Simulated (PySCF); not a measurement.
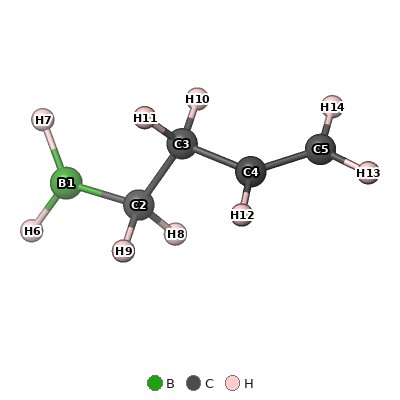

The molecule: C₄H₉B, SMILES BCCC=C.

GIAO shifts, PBE0/def2-TZVP with PySCF, at a PBE0-D3(BJ)/def2-SVP geometry (no frequency check), against TMS for ¹³C and BF₃.OEt₂ for ¹¹B computed at the same level. Gas phase, fully decoupled, line heights follow the number of nuclei, widths are arbitrary (no quadrupolar broadening); values of one conformer, averaged over nuclei that symmetry or rotation about single bonds exchange, these motions taken as fast; other conformers aren't averaged in.

**Which ¹³C signals does it give?**

4 signals.


```
δ (ppm)  nuclei  atoms
  150.7       1     C4
  119.2       1     C5
   37.4       1     C3
   37.1       1     C2
```

The order of signals that lie close, as those under 2 ppm apart, is within the error of the method.

**How many ¹¹B lines appear, and where?**

1 signal.


```csv
δ (ppm),nuclei,atoms
89.9,1,B1
```

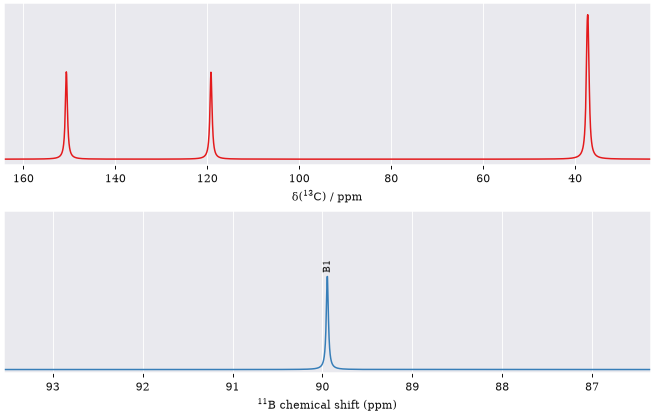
